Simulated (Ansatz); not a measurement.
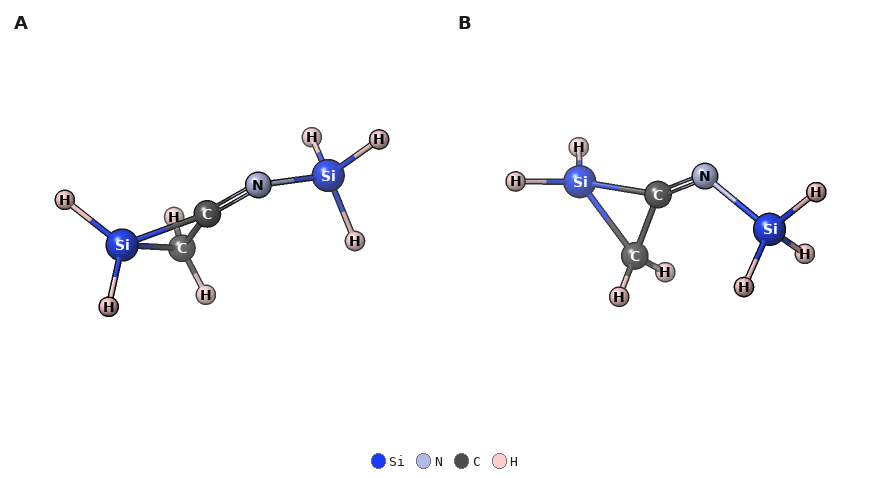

Distant atoms are faded towards the background colour. The geometry was computed by an optimisation with PBE0-D4/def2-TZVP. No frequency run is at hand to confirm it as a minimum.

### How are A and B related: the same structure turned, mirror images, conformers, diastereomers or constitutional isomers?

They are the same structure, C2H7NSi2 ([SiH3]/N=C1\C[SiH2]1), seen from two directions. With point group Cs it is achiral, so its mirror image would be the same too.
